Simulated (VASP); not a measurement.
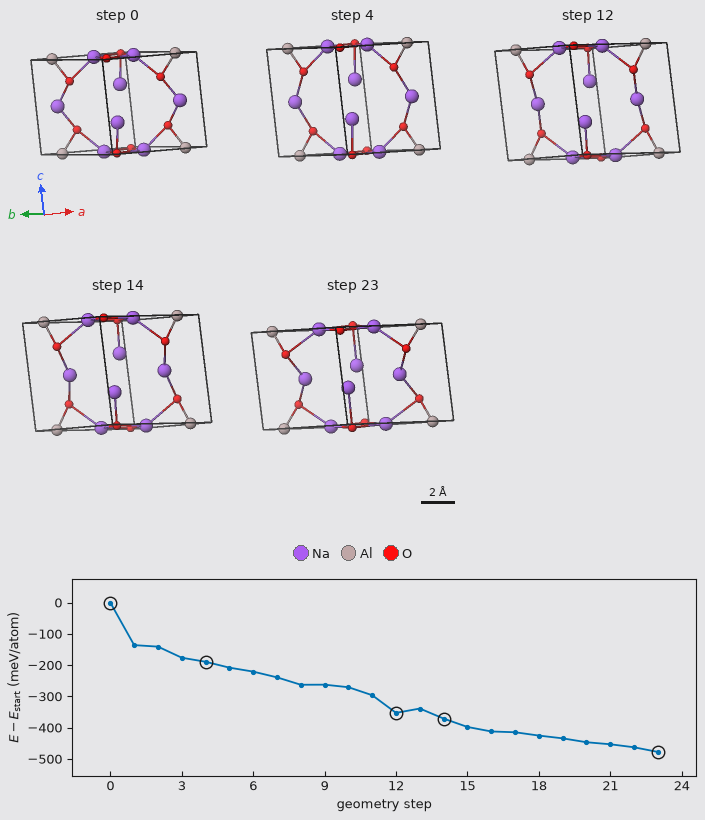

Frames of a relaxation of crystalline Na3AlO3 (a generated structure, set up in C2/m), marked on the history of the run. The picture is a ball-and-stick view of the cell of the calculation, seen from a free direction.

The run lets cell and atoms move.

All numbers below come from VASP, Kohn-Sham DFT of a periodic cell, PBE, VASP PAW PBE potentials, recommended.

The input:
```
PREC     = Normal         # precision mode
ENCUT    = 520            # plane-wave cutoff, eV
EDIFF    = 1E-4           # SCF threshold, eV
ISMEAR   = 0              # smearing method
SIGMA    = 0.15           # smearing width, eV
LREAL    = Auto         
LASPH    = True           # aspherical terms in the spheres
NELM     = 60             # most SCF steps
ALGO     = Fast           # electronic algorithm
ISIF     = 3              # what is computed and relaxed
LWAVE    = False          # write WAVECAR
LCHARG   = False          # write CHGCAR
GGA      = PE             # functional
IBRION   = 2              # ionic algorithm
NSW      = 24             # ionic steps
EDIFFG   = -0.08          # ionic threshold
```

Launched with:
```bash
cat potpaw_PBE.64/Na_pv/POTCAR potpaw_PBE.64/Al/POTCAR potpaw_PBE.64/O/POTCAR > POTCAR
mpirun -np 4 vasp_std > vasp.out
```

Q: What happens along the run?

A: The relaxation stopped without meeting its thresholds, so the last structure isn't shown to be converged. The largest moves relative to the cell, 1.44 Å, are those of Na atoms. By element the largest moves are Na 1.44 Å, O 0.85 Å, Al 0.21 Å. The drawn cell changes as follows: a = b 6.117 → 6.680 Å (+9.2 %), c 6.000 → 6.273 Å (+4.6 %), α 96.4° → 99.1°, β 96.4° → 99.1°, γ 114.7° → 125.0°; the volume changes by +7.9 %. Near-neighbour distances that change, for instance: Na–Na 2.678 → 5.968 Å, Na–Na 2.560 → 3.730 Å, Na–O 3.420 → 2.290 Å, Na–Na 4.123 → 3.085 Å. New bonds form: Na–O (3.08 → 2.33 Å), Na–O (3.42 → 2.29 Å). Bond angles that change, for instance: Na–O–Na 155.2° → 88.0°, Na–O–Al 105.0° → 74.5°, Na–O–Na 71.3° → 96.6°. The space group stays C2/m (No. 12). Over 23 geometry steps the energy falls by 478 meV per atom. The largest force component goes from 1.9 to 0.55 eV/Å. Pressure: 12.53 GPa at the start and −0.10 GPa at the end. From step 0 to 4: O atoms move most (0.16 Å), volume +14.2 %, energy −189 meV per atom. From step 4 to 12: Na atoms move most (0.77 Å), volume +1.0 %, energy −163 meV per atom. From step 12 to 14: Na atoms move most (0.22 Å), volume −3.3 %, energy −18.3 meV per atom. From step 14 to 23: Na atoms move most (0.56 Å), volume −3.2 %, energy −107 meV per atom.

```tsv
step	E − E(0), meV/atom	largest force component, eV/Å	pressure, GPa	volume, Å³/atom
0	0.00	1.8557	12.53	14.249
1	-135.88	1.4772	-2.65	16.633
2	-140.74	1.2698	-1.13	16.203
3	-176.21	1.2220	0.11	16.247
4	-189.15	1.7065	1.83	16.278
5	-207.97	1.0693	0.99	16.446
6	-220.63	1.4004	-0.19	16.731
7	-239.01	0.8907	-0.79	16.846
8	-262.67	0.5904	-1.66	17.074
9	-262.40	2.1388	-2.62	17.519
10	-270.56	1.1812	-2.28	17.287
11	-296.13	1.2625	-1.50	17.081
12	-352.62	1.5243	1.13	16.437
13	-338.76	3.9236	8.26	15.040
14	-370.94	1.8402	3.51	15.894
15	-397.66	1.2622	1.44	15.993
16	-412.11	0.8472	-2.33	16.194
17	-414.61	0.7865	-1.35	16.140
18	-425.26	0.7160	-0.78	16.020
19	-434.10	0.9385	0.13	15.813
20	-446.55	0.6466	0.11	15.728
21	-453.05	1.2565	-0.12	15.628
22	-462.71	0.9631	-0.12	15.553
23	-477.59	0.5451	-0.10	15.378
```
